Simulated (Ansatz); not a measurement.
# Calculations on BH3OCl2

Part 1: Relaxation

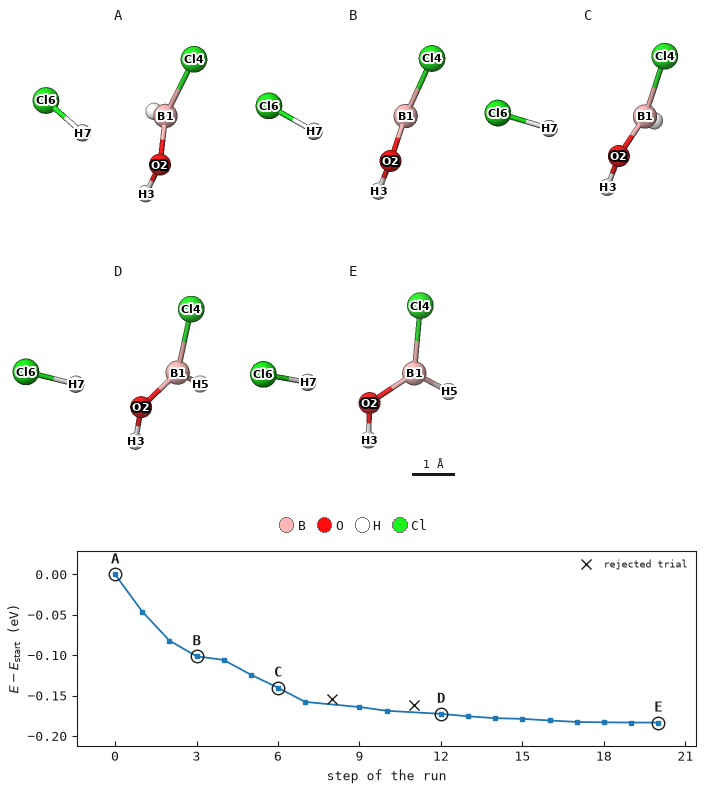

Frames of a relaxation of BH₃OCl₂, marked on the history of the run. Style: ball-and-stick. Shown at a tilt.

The run prepares an end point of a later path (reaction) calculation, from a guessed geometry.

Method: Ansatz 0.2.0, RKS B3LYP-D4/cc-pVDZ.

Input
```yaml
crystal:
  periodic: [false, false, false]
  atoms:
    - { symbol: B, position_ang: [-0.04799, -0.246302, 0.078835] }
    - { symbol: O, position_ang: [-0.019, -0.447731, 1.444682] }
    - { symbol: H, position_ang: [-0.911727, -0.392945, 1.818455] }
    - { symbol: Cl, position_ang: [1.493817, -0.385082, -0.772705] }
    - { symbol: H, position_ang: [-1.054788, -0.040523, -0.53739] }
    - { symbol: Cl, position_ang: [0.271549, 2.677804, 0.951539] }
    - { symbol: H, position_ang: [0.651339, 1.641979, 1.706084] }
basis:
  gaussian: { orbitals: cc-pVDZ }
hamiltonian:
  xc: b3lyp
  dispersion: d4
relax:
  f_tol: 0.03
  max_steps: 50
```

Command:
```bash
ansatz run input.yaml --threads 1 --pin off --max-ram 2048MiB --backend cpu --events-out ev --progress --plain --runs-dir out
```

Describe the path.

Answer. After 18 accepted moves (20 points after the start) the energy has fallen by 0.183 eV. Largest force component: 0.8 eV/Å at the start, 0.0032 eV/Å at the end. The line search rejected the trial steps at points 8, 11 of the run. The forces were under the threshold at step 17, but the run went on from there. The largest move after the best rigid fit is that of H5, 1.59 Å. Largest moves by element: H 1.59 Å, Cl 1.31 Å, O 0.88 Å, B 0.36 Å. Near-neighbour distances that change, for instance: Cl6–H7 1.337 → 1.307 Å, B1–O2 1.381 → 1.357 Å. Among the angles between lasting bonds that change: B1–O2–H3 110.7° → 113.3°. The run took 54 s on 1 thread of AMD EPYC 7R43 64-Core Processor (Zen 3), on a shared host, peak memory 0.17 GiB. From step 0 to 3: Cl6 moves most (0.43 Å), energy −0.101 eV. From step 3 to 6: H and Cl atoms move most (0.43 Å), energy −0.039 eV. From step 6 to 12: H5 moves most (0.42 Å), energy −0.032 eV. From step 12 to 20: H5 moves most (0.44 Å), energy −0.011 eV.

Limits of the set-up: the start holds two separate molecules, 2.2 Å apart at their closest, whose relative position is a soft coordinate.

Part 2: Relaxation

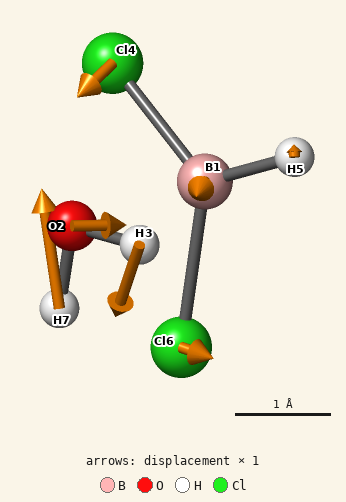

A relaxation of BH$_{3}$OCl$_{2}$. The starting structure is drawn; orange arrows show the displacements, at their true length. The two geometries are superimposed by the best rigid fit.

The picture is a ball-and-stick view, seen from a free direction.

The run prepares an end point of a later path (reaction) calculation, from a guessed geometry.

Theory: RKS B3LYP-D4/cc-pVDZ in Ansatz 0.2.0.

The input:
```yaml
crystal:
  periodic: [false, false, false]
  atoms:
    - { symbol: B, position_ang: [0.151492, 0.51765, -0.41608] }
    - { symbol: O, position_ang: [0.031022, -0.206846, 2.078243] }
    - { symbol: H, position_ang: [-0.929826, -0.271107, 2.192182] }
    - { symbol: Cl, position_ang: [1.615501, -0.297907, -0.917434] }
    - { symbol: H, position_ang: [-0.930536, 0.046712, -0.595361] }
    - { symbol: Cl, position_ang: [0.24895, 2.263358, 0.131918] }
    - { symbol: H, position_ang: [0.196597, 0.75534, 2.216032] }
basis:
  gaussian: { orbitals: cc-pVDZ }
hamiltonian:
  xc: b3lyp
  dispersion: d4
relax:
  f_tol: 0.03
  max_steps: 50
```

Command:
```bash
ansatz run input.yaml --threads 1 --pin off --max-ram 2048MiB --backend cpu --events-out ev --progress --plain --runs-dir out
```

Q: Which element moves most?

A: Hydrogen: up to 1.28 Å, against 0.62 Å for oxygen.

Q: What happened in the run?

A: The largest move after the best rigid fit is that of H7, 1.28 Å. Largest moves by element: H 1.28 Å, O 0.62 Å, Cl 0.61 Å, B 0.45 Å. Near-neighbour distances that change, for instance: B1–O2 2.600 → 1.689 Å, B1–Cl4 1.749 → 1.841 Å, B1–Cl6 1.832 → 1.842 Å, O2–H3 0.970 → 0.978 Å. New bonds form, among them: B1–O2 (2.60 → 1.69 Å). Bond angles that change, for instance: Cl4–B1–H5 122.1° → 115.1°, Cl4–B1–Cl6 119.0° → 115.0°, H3–O2–H7 102.4° → 106.3°. After 17 accepted moves (21 points after the start) the energy has fallen by 39.8 kJ/mol. Largest force component: 0.77 eV/Å at the start, 0.0034 eV/Å at the end. The line search rejected the trial steps at points 4, 12, 16, 18 of the run. Cost: 63 s on 1 thread of AMD EPYC 7R43 64-Core Processor (Zen 3), with other jobs on the host, peak memory 0.17 GiB.

Limits of the set-up: the start holds two separate molecules, 2.6 Å apart at their closest, whose relative position is a soft coordinate.

Part 3: Path

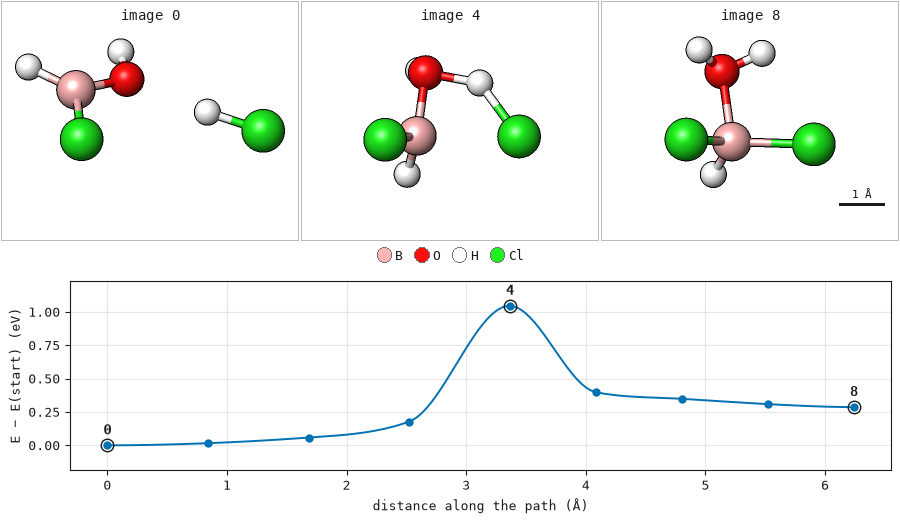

A search for the minimum-energy path of BH$_{3}$OCl$_{2}$ by the nudged elastic band. Images are numbered from 0 (start) to 8 (end). A ball-and-stick model, seen from a free direction.

Theory: RKS B3LYP-D4/cc-pVDZ (Ansatz 0.2.0). Set-up: 7 movable images; climbing image; force threshold 0.05 eV/Å; iteration limit 60; starting path through a guess of the saddle point.

Describe the mechanism and the energy profile.

Answer. The highest point, image 4, lies 1.05 eV above the start and 0.76 eV above the end; the end is at +0.29 eV relative to the start. Breaking: Cl–H (1.31 → 3.31 Å). Forming: B–Cl (4.29 → 1.84 Å), H–O (1.95 → 0.98 Å). The band converged in 15 iterations. The largest component of the band force went from 34 to 0.04 eV/Å. The climbing image converged on the top of the path. Its vibrational analysis gives one imaginary mode (1017i cm⁻¹), as a transition state must have.
